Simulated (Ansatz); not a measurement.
# C₂H₅AlSi: from a rough start to a minimum

Aim: relax C₂H₅AlSi from a cheap starting geometry, check the end point by its vibrations and derive ideal-gas thermochemistry, and look at its orbitals and charge.

Program: Ansatz 0.2.0, Gaussian basis. Level of theory: RKS PBE0-D4/def2-TZVP. These are calculated values, not measurements.

The runs, in order: relaxation at PBE-D4/def2-SVP; relaxation at PBE0-D4/def2-TZVP; harmonic vibrations at the same level; a single point in def2-TZVPP for the fields.

### Step 1. Starting geometry

SMILES `C=[C]1[AlH][SiH2]1`, 9 atoms, charge 0, spin multiplicity 1.

Atoms are counted from 1 here; the program's logs count them from 0.

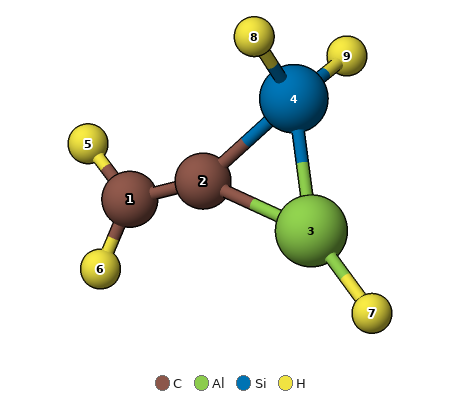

The starting geometry (carbon brown, aluminium green, silicon blue, hydrogen yellow); atoms are numbered from 1 in the order of the file.

The start is a force-field geometry with small random shifts, so a cheaper pass at PBE-D4/def2-SVP comes first.

### Step 2. Optimising with PBE-D4/def2-SVP (cheap first pass)

File in.yaml:

```yaml
crystal:
  periodic: [false, false, false]
  atoms:
    - {symbol: C, position_ang: [-0.872100, 1.282800, -0.873800]}
    - {symbol: C, position_ang: [-0.220300, 0.369900, -0.288500]}
    - {symbol: Al, position_ang: [1.515400, -0.749600, -0.220400]}
    - {symbol: Si, position_ang: [-0.017500, -0.912700, 1.072900]}
    - {symbol: H, position_ang: [-1.905100, 1.578200, -0.534700]}
    - {symbol: H, position_ang: [-0.508100, 1.864900, -1.743500]}
    - {symbol: H, position_ang: [3.030600, -1.150300, -0.722600]}
    - {symbol: H, position_ang: [-0.968100, -2.034700, 0.843100]}
    - {symbol: H, position_ang: [0.033800, -0.294800, 2.450300]}
basis:
  gaussian: {orbitals: def2-SVP}
hamiltonian: {xc: pbe, dispersion: d4}
relax: {f_tol: 0.03, max_steps: 200}
```

The run is started by

```sh
$ ansatz run in.yaml --threads 2 --pin off --events-out ev --progress --plain --max-ram 4352MiB
```

The log of the run, cut to the lines that bear on the results:

```text
Functional definition: PBE
  name "PBE"
  cite "Perdew, Burke & Ernzerhof, Phys. Rev. Lett. 77, 3865 (1996) doi:10.1103/PhysRevLett.77.3865"
  parent pbe
[...]
995 factors; their error is unknown
[...]
mean field -16608.88896177 eV, -610.3654114358 hartree, gradient 3.3e-5 eV, S^2 0.000000; 0 other end points of the search recorded, 0 dependent functions left out
[...]
reference -16608.88900042 eV, -610.3654128563 hartree; 22, 22 occupied and 67, 67 virtual orbitals, 995 factors
relax step   1: F+E_penalty+E_count = -16609.08751574 eV  Δ(F+E_penalty+E_count) = +0.000e0 eV  max|allowed force component| = 4.924e0 eV/Å  Δτ_max = 0.0000 Å  (28 SCF iters, accepted)
[...]
relax step   6: F+E_penalty+E_count = -16610.62770138 eV  Δ(F+E_penalty+E_count) = -2.818e-3 eV  max|allowed force component| = 1.615e-1 eV/Å  Δτ_max = 0.0420 Å  (31 SCF iters, accepted)
[...]
relax step  11: F+E_penalty+E_count = -16610.63378369 eV  Δ(F+E_penalty+E_count) = -6.591e-4 eV  max|allowed force component| = 1.027e-1 eV/Å  Δτ_max = 0.0291 Å  (30 SCF iters, accepted)
[...]
relax step  16: F+E_penalty+E_count = -16610.64330793 eV  Δ(F+E_penalty+E_count) = -7.399e-4 eV  max|allowed force component| = 5.507e-2 eV/Å  Δτ_max = 0.0289 Å  (30 SCF iters, accepted)
[...]
relax step  20: F+E_penalty+E_count = -16610.64377371 eV  Δ(F+E_penalty+E_count) = +5.119e-5 eV  max|allowed force component| = 3.190e-2 eV/Å  Δτ_max = 0.0074 Å  (32 SCF iters, rejected (line search))
[...]
relax step  21: F+E_penalty+E_count = -16610.64390193 eV  Δ(F+E_penalty+E_count) = -7.703e-5 eV  max|allowed force component| = 1.288e-2 eV/Å  Δτ_max = 0.0036 Å  (24 SCF iters, accepted)
995 factors; their error is unknown
[...]
mean field -16610.44651240 eV, -610.4226503657 hartree, gradient 1.2e-5 eV, S^2 0.000000; 1 other end points of the search recorded, 0 dependent functions left out
[...]
reference -16610.44655170 eV, -610.4226518101 hartree; 22, 22 occupied and 67, 67 virtual orbitals, 995 factors
Total energy: -16610.64394123 eV, -610.4299057414 hartree
Atom 0 at    -0.736209     1.223580    -0.860717 Å, force     0.003737    -0.012878    -0.002859 eV/Å
Atom 1 at    -0.179014     0.063345    -0.438044 Å, force     0.000057     0.009047    -0.000328 eV/Å
Atom 2 at     1.598211    -0.737943    -0.362929 Å, force    -0.001280    -0.002487     0.000132 eV/Å
Atom 3 at    -0.168180    -0.897814     1.219608 Å, force    -0.000031    -0.001575    -0.002636 eV/Å
Atom 4 at    -1.509439     1.765633    -0.278774 Å, force    -0.002358     0.003128     0.003369 eV/Å
Atom 5 at    -0.448053     1.700134    -1.818057 Å, force     0.001560     0.000465     0.000301 eV/Å
Atom 6 at     3.030825    -0.763219    -1.076759 Å, force    -0.002324     0.002291     0.000459 eV/Å
Atom 7 at    -0.961485    -2.175731     1.075909 Å, force     0.000583     0.001301    -0.000305 eV/Å
Atom 8 at    -0.538057    -0.224285     2.522563 Å, force     0.000055     0.000708     0.001867 eV/Å
Dipole moment:     0.120040     0.115061    -0.126854 e Å
```

Run time: 35 s. Hardware: 2 threads of Arm Neoverse V1, shared host.

Along the way: (the energy doesn't fall at every step)

```
step  energy from step 1 (eV)  largest force component (eV/Å)
   1                   0.0000                          4.9240
   2                  -1.3707                          1.7220
   3                  -1.5058                          0.6537
   4                  -1.4156                          1.0559
   5                  -1.5374                          0.3831
   6                  -1.5402                          0.1615
   7                  -1.5409                          0.1199
   8                  -1.5269                          0.2190
   9                  -1.5447                          0.0559
  10                  -1.5456                          0.0841
  11                  -1.5463                          0.1027
  12                  -1.5492                          0.1202
  13                  -1.5520                          0.1351
  14                  -1.5538                          0.0926
  15                  -1.5551                          0.0789
  16                  -1.5558                          0.0551
  17                  -1.5562                          0.0679
  18                  -1.5556                          0.0436
  19                  -1.5563                          0.0462
  20                  -1.5563                          0.0319
  21                  -1.5564                          0.0129
```

Close pairs (by a distance rule), those that changed most:

| bond | before (Å) | after (Å) | change (Å) |
| --- | --- | --- | --- |
| Al3–Si4 | 2.012 | 2.377 | +0.365 |
| C2–Al3 | 2.067 | 1.951 | -0.116 |
| C1–C2 | 1.265 | 1.355 | +0.089 |
| Al3–H7 | 1.646 | 1.601 | -0.045 |
| C2–Si4 | 1.881 | 1.916 | +0.035 |
| Si4–H8 | 1.488 | 1.511 | +0.023 |
| C1–H5 | 1.127 | 1.109 | -0.017 |
| Si4–H9 | 1.511 | 1.513 | +0.002 |

### Step 3. Relaxation at PBE0-D4/def2-TZVP

File in.yaml:

```yaml
crystal:
  periodic: [false, false, false]
  atoms:
    - {symbol: C, position_ang: [-0.736209, 1.223580, -0.860717]}
    - {symbol: C, position_ang: [-0.179014, 0.063345, -0.438044]}
    - {symbol: Al, position_ang: [1.598211, -0.737943, -0.362929]}
    - {symbol: Si, position_ang: [-0.168180, -0.897814, 1.219608]}
    - {symbol: H, position_ang: [-1.509439, 1.765633, -0.278774]}
    - {symbol: H, position_ang: [-0.448053, 1.700134, -1.818057]}
    - {symbol: H, position_ang: [3.030825, -0.763219, -1.076759]}
    - {symbol: H, position_ang: [-0.961485, -2.175731, 1.075909]}
    - {symbol: H, position_ang: [-0.538057, -0.224285, 2.522563]}
basis:
  gaussian: {orbitals: def2-TZVP}
hamiltonian: {xc: pbe0, dispersion: d4}
relax: {f_tol: 0.005, max_steps: 150}
```

The command is unchanged.

The log of the run, cut to the lines that bear on the results:

```text
Functional definition: PBE0
  name "PBE0"
  cite "Adamo & Barone, J. Chem. Phys. 110, 6158 (1999) doi:10.1063/1.478522"
  cite "Perdew, Burke & Ernzerhof, Phys. Rev. Lett. 77, 3865 (1996) doi:10.1103/PhysRevLett.77.3865"
  parent pbe
[...]
1127 factors; their error is unknown
[...]
mean field -16619.41679704 eV, -610.7523022458 hartree, gradient 3.0e-5 eV, S^2 0.000000; 0 other end points of the search recorded, 0 dependent functions left out
[...]
reference -16619.41683296 eV, -610.7523035659 hartree; 22, 22 occupied and 144, 144 virtual orbitals, 1127 factors
relax step   1: F+E_penalty+E_count = -16619.58447581 eV  Δ(F+E_penalty+E_count) = +0.000e0 eV  max|allowed force component| = 6.436e-1 eV/Å  Δτ_max = 0.0000 Å  (30 SCF iters, accepted)
[...]
Total energy: -16619.62497532 eV, -610.7599526567 hartree
Atom 0 at    -0.727774     1.206697    -0.847547 Å, force    -0.000482    -0.001001     0.000935 eV/Å
Atom 1 at    -0.171868     0.065015    -0.434044 Å, force     0.002704     0.001572    -0.003239 eV/Å
Atom 2 at     1.589869    -0.721560    -0.351680 Å, force    -0.001877     0.000654     0.000071 eV/Å
Atom 3 at    -0.169658    -0.889203     1.201451 Å, force    -0.000488    -0.002357     0.002086 eV/Å
Atom 4 at    -1.505835     1.723745    -0.283191 Å, force    -0.000691    -0.000212     0.000815 eV/Å
Atom 5 at    -0.435272     1.690225    -1.779357 Å, force     0.000298     0.000644    -0.000856 eV/Å
Atom 6 at     2.997864    -0.762182    -1.075527 Å, force     0.000522    -0.000300    -0.000014 eV/Å
Atom 7 at    -0.963374    -2.145221     1.068223 Å, force    -0.000040     0.000320     0.000293 eV/Å
Atom 8 at    -0.525353    -0.213815     2.484473 Å, force     0.000054     0.000680    -0.000092 eV/Å
Dipole moment:     0.134903     0.112646    -0.140174 e Å
```

Wall time 48 s (2 threads of Arm Neoverse V1, shared host).

The steps of the relaxation: (the energy doesn't fall at every step)

```csv
step,energy from step 1 (eV),largest force component (eV/Å)
1,0.0000,0.6436
2,-0.0364,0.1507
3,-0.0379,0.1805
4,-0.0369,0.1828
5,-0.0399,0.0547
6,-0.0403,0.0343
7,-0.0404,0.0089
8,-0.0404,0.0032
9,-0.0405,0.0055
10,-0.0405,0.0102
11,-0.0405,0.0032
```

The force was under the threshold of 0.005 eV/Å already at step 8, but the program went on to step 11.

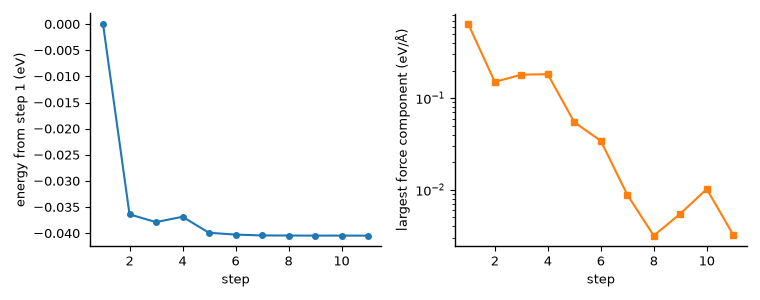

Energy and force, step by step.

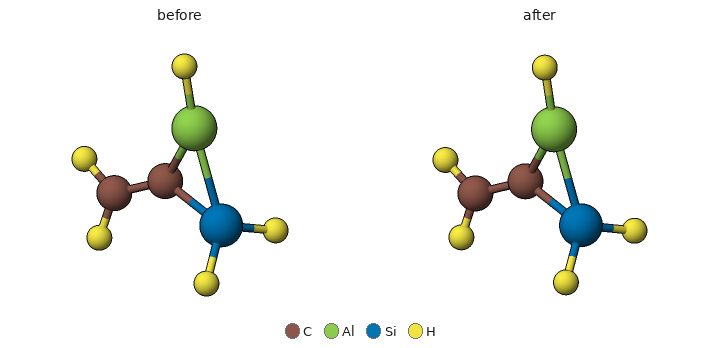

The geometry before (left) and after (right).

Close pairs (by a distance rule), those that changed most:

```
   bond  before (Å)  after (Å)  change (Å)
Al3–Si4       2.377      2.353      -0.024
 C2–Si4       1.916      1.894      -0.023
 C2–Al3       1.951      1.931      -0.020
 Si4–H9       1.513      1.493      -0.020
  C1–C2       1.355      1.335      -0.019
 Si4–H8       1.511      1.492      -0.019
  C1–H5       1.109      1.091      -0.018
  C1–H6       1.108      1.090      -0.018
```

Mulliken charges at the end point, from the run's report:

```
atom  value (e)
  C1      -0.25
  C2      -0.20
 Al3       0.30
 Si4      -0.01
  H5       0.13
  H6       0.13
  H7      -0.06
  H8      -0.01
  H9      -0.02
```

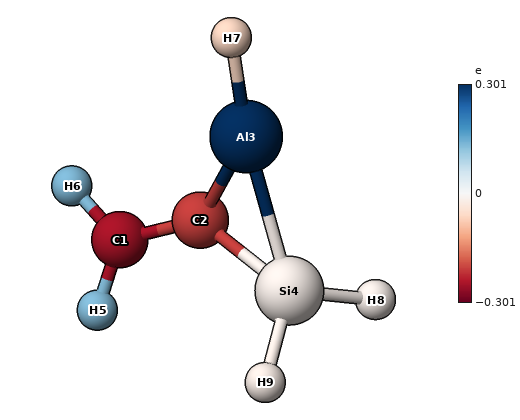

Mulliken charges at the end point, from the run's report, as colours on the atoms.

### Step 4. Vibrations by finite differences

File in.yaml:

```yaml
crystal:
  periodic: [false, false, false]
  atoms:
    - {symbol: C, position_ang: [-0.727774, 1.206697, -0.847547]}
    - {symbol: C, position_ang: [-0.171868, 0.065015, -0.434044]}
    - {symbol: Al, position_ang: [1.589869, -0.721560, -0.351680]}
    - {symbol: Si, position_ang: [-0.169658, -0.889203, 1.201451]}
    - {symbol: H, position_ang: [-1.505835, 1.723745, -0.283191]}
    - {symbol: H, position_ang: [-0.435272, 1.690225, -1.779357]}
    - {symbol: H, position_ang: [2.997864, -0.762182, -1.075527]}
    - {symbol: H, position_ang: [-0.963374, -2.145221, 1.068223]}
    - {symbol: H, position_ang: [-0.525353, -0.213815, 2.484473]}
basis:
  gaussian: {orbitals: def2-TZVP}
hamiltonian: {xc: pbe0, dispersion: d4}
phonons: {temperatures: {t_min: 298.15, t_max: 900, t_step: 200}}
```

Same command.

The log of the run, cut to the lines that bear on the results:

```text
Functional definition: PBE0
  name "PBE0"
  cite "Adamo & Barone, J. Chem. Phys. 110, 6158 (1999) doi:10.1063/1.478522"
  cite "Perdew, Burke & Ernzerhof, Phys. Rev. Lett. 77, 3865 (1996) doi:10.1103/PhysRevLett.77.3865"
  parent pbe
[...]
1127 factors; their error is unknown
[...]
mean field -16619.45589351 eV, -610.7537390148 hartree, gradient 2.8e-5 eV, S^2 0.000000; 0 other end points of the search recorded, 0 dependent functions left out
[...]
reference -16619.45592938 eV, -610.7537403329 hartree; 22, 22 occupied and 144, 144 virtual orbitals, 1127 factors
[...]
1127 factors; their error is unknown
mean field -16619.45576175 eV, -610.7537341727 hartree, gradient 2.9e-6 eV, S^2 0.000000; 0 other end points of the search recorded, 0 dependent functions left out
[...]
reference -16619.45579762 eV, -610.7537354910 hartree; 22, 22 occupied and 144, 144 virtual orbitals, 1127 factors
[...]
Atom 1 at    -0.171868     0.065015    -0.434044 Å, force     0.002700     0.001549    -0.003229 eV/Å
Atom 2 at     1.589869    -0.721560    -0.351680 Å, force    -0.001899     0.000667     0.000073 eV/Å
Atom 3 at    -0.169658    -0.889203     1.201451 Å, force    -0.000478    -0.002312     0.002086 eV/Å
Atom 4 at    -1.505835     1.723745    -0.283191 Å, force    -0.000688    -0.000221     0.000811 eV/Å
Atom 5 at    -0.435272     1.690225    -1.779357 Å, force     0.000303     0.000647    -0.000861 eV/Å
Atom 6 at     2.997864    -0.762182    -1.075527 Å, force     0.000528    -0.000301    -0.000014 eV/Å
Atom 7 at    -0.963374    -2.145221     1.068223 Å, force    -0.000050     0.000318     0.000296 eV/Å
Atom 8 at    -0.525353    -0.213815     2.484473 Å, force     0.000060     0.000652    -0.000097 eV/Å
Dipole moment:     0.134906     0.112645    -0.140175 e Å
Vibrations: 105.84 216.69 318.29 345.45 399.79 451.29 551.02 577.93 625.80 671.14 726.61 917.25 1009.93 1089.34 1448.64 1647.90 1923.02 2174.74 2192.79 3080.38 3152.48 cm⁻¹, zero-point energy 1.464646 eV
```

Run time: 2.5 min. Hardware: 2 threads of Arm Neoverse V1, shared host.

Motions are named by where the mode's potential energy lies. Wavenumbers, unscaled:

```csv
mode,cm⁻¹,motion
1,106,bend with torsion
2,217,bend with torsion
3,318,out-of-plane bend with bend
4,345,bend
5,400,bend with Al–Si stretch
6,451,bend
7,551,bend with torsion
8,578,Al–C stretch with bend
9,626,Si–C stretch with bend
10,671,bend
11,727,bend with torsion
12,917,bend
13,1010,torsion with out-of-plane bend
14,1089,bend
15,1449,bend
16,1648,C–C stretch
17,1923,Al–H stretch
18,2175,Si–H stretch
19,2193,Si–H stretch
20,3080,C–H stretch
21,3152,C–H stretch
```

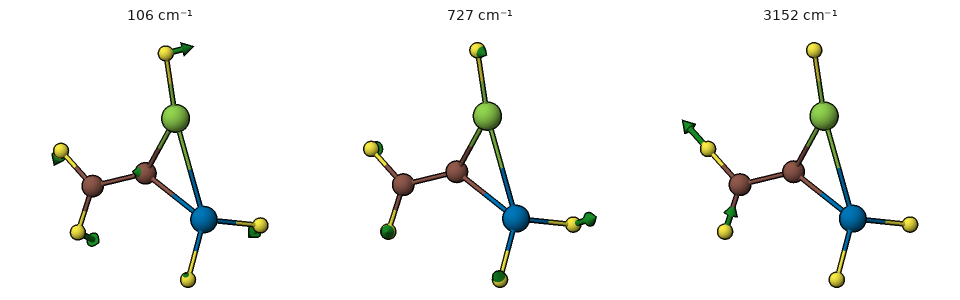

How the atoms move in 3 of the modes.

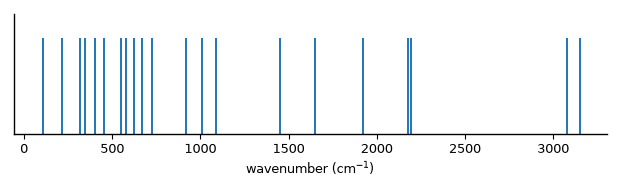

The harmonic wavenumbers as sticks (no intensities were computed).

Ideal gas, rigid rotor and harmonic oscillator at 298.15 K and 1 bar, with symmetry number 1:

```
                term            value
   zero-point energy     141.3 kJ/mol
          H(298) − E     160.3 kJ/mol
entropy, translation  164.1 J/(mol K)
   entropy, rotation  108.9 J/(mol K)
  entropy, vibration   50.0 J/(mol K)
      entropy, total  323.1 J/(mol K)
```

### Step 5. A single point for the fields

in.yaml: that of step 4 with these lines changed.

```diff
@@ -13,4 +13,4 @@
 basis:
-  gaussian: {orbitals: def2-TZVP}
+  gaussian: {orbitals: def2-TZVPP}
 hamiltonian: {xc: pbe0, dispersion: d4}
-phonons: {temperatures: {t_min: 298.15, t_max: 900, t_step: 200}}
+output: {orbitals: {seedname: orbitals}}
```

Same command.

The log of the run:

```text
Functional definition: PBE0
  name "PBE0"
  cite "Adamo & Barone, J. Chem. Phys. 110, 6158 (1999) doi:10.1063/1.478522"
  cite "Perdew, Burke & Ernzerhof, Phys. Rev. Lett. 77, 3865 (1996) doi:10.1103/PhysRevLett.77.3865"
  parent pbe
  parameter a = 0.25
  parameter kappa = 0.804
  parameter beta = 0.06672455060314922
  exchange = (1 - a)*pbe_x(kappa = kappa, mu = beta*pi^2/3) + a*exact_x
  correlation = pbe_c(beta = beta)
1246 factors; their error is unknown
mean field evaluation 1: about -16609.8080 eV, gradient 6.0e1 eV
mean field evaluation 2: about -16567.5667 eV, gradient 1.2e2 eV
mean field evaluation 4: about -16619.1335 eV, gradient 1.1e1 eV
mean field evaluation 8: about -16619.4630 eV, gradient 2.1e-1 eV
mean field evaluation 16: about -16619.4889 eV, gradient 2.0e-4 eV
mean field -16619.48891186 eV, -610.7549524168 hartree, gradient 4.3e-5 eV, S^2 0.000000; 0 other end points of the search recorded, 0 dependent functions left out
reference -16619.48894787 eV, -610.7549537400 hartree; 22, 22 occupied and 194, 194 virtual orbitals, 1246 factors
Total energy: -16619.65799331 eV, -610.7611660453 hartree
```

Run time: 4 s. Hardware: 2 threads of Arm Neoverse V1, shared host; peak memory 0.45 GiB.

The fields below are evaluated on a grid from the run's orbitals.

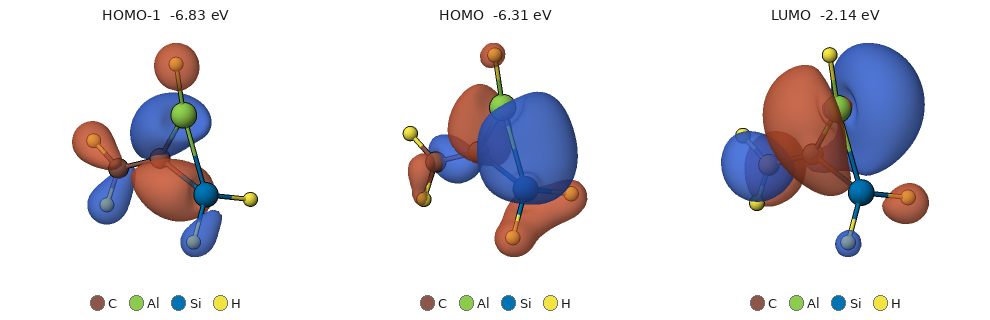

PBE0-D4/def2-TZVPP orbitals near the gap, drawn at the value that encloses 70 % of each; the two colours are the two signs.

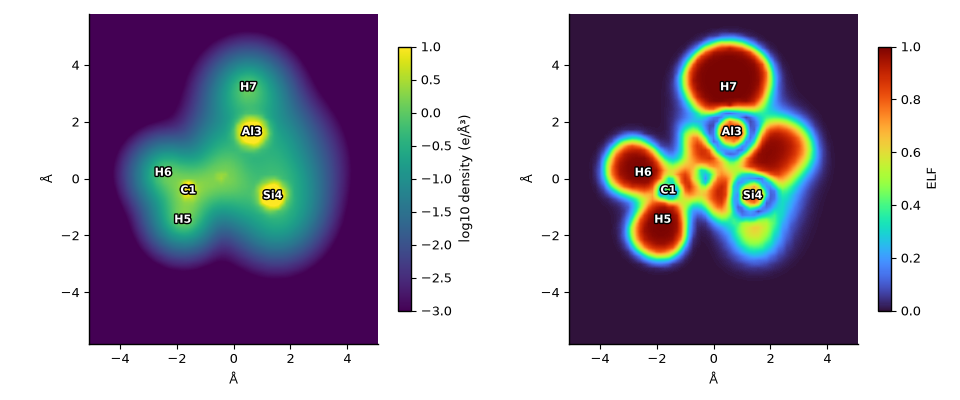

Density (left) and ELF (right) in a plane through or near 6 of the atoms.

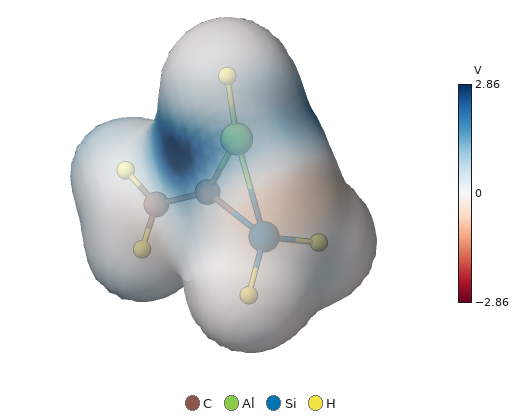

Electrostatic potential on the surface of density 0.002 e/bohr³; red is low, blue high. It runs, from the 1st to the 99th percentile, from -0.71 V near C2 to 2.86 V near Al3.

### Step 6. Outcome

| quantity | value |
| --- | --- |
| point group | C1 |
| steps | 21 + 11 |
| shift from the start (rms) | 0.357 Å |
| total energy | -16619.6250 eV |
| dispersion term | -169 meV |
| dipole moment | 1.08 D |
| lowest, highest wavenumber | 106, 3152 cm⁻¹ |
| zero-point energy | 141.3 kJ/mol |
| entropy at 298.15 K | 323.1 J/(mol K) |
| HOMO, LUMO | -6.31, -2.14 eV |

What this shows: The atoms moved 0.36 Å (rms) from the start; the bond that changed most is Al3–Si4, from 2.012 to 2.353 Å. All wavenumbers are real, so the end point is a minimum. The stiffest mode, 3152 cm⁻¹, is a C–H stretch. Harmonic hybrid wavenumbers usually lie a few per cent above measured fundamentals. The largest Mulliken charge, +0.30 e, sits on Al3. The HOMO lies mostly on Si4 33 %; Al3 30 % and the LUMO on Al3 46 %; C1 15 %.
